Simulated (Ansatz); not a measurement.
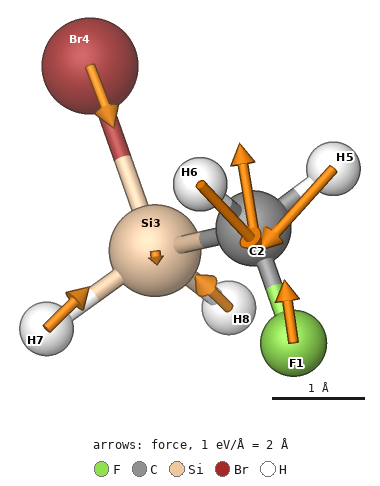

Starting geometry of CH4BrFSi with the computed forces as orange arrows. The picture is a ball-and-stick view, seen from a free direction.

The start comes from PBE-D4/def2-SVP.

Method: Ansatz, RKS PBE0-D4/def2-TZVP. Settings: force threshold 0.005 eV/Å; at most 150 steps.

### Is this structure relaxed? If not, where do the atoms go?

It isn't relaxed: the largest force vector, on H atoms, is 0.63 eV/Å. The final displacements follow the starting forces only in part (cosine between the two patterns 0.64). After 5 geometry steps the energy has fallen by 0.033 eV. Largest force component: 0.61 eV/Å at the start, 0.0034 eV/Å at the end. The largest move after the best rigid fit is that of Br4, 0.050 Å. Largest moves by element: Br 0.050 Å, F 0.037 Å, H 0.029 Å, C 0.017 Å, Si 0.014 Å. Near-neighbour distances that change, for instance: Si3–Br4 2.246 → 2.222 Å, C2–Si3 1.908 → 1.889 Å, Si3–H7 1.500 → 1.480 Å, C2–H5 1.114 → 1.095 Å. The run took 19 s on 4 threads of Arm Neoverse V1, with other jobs on the host.
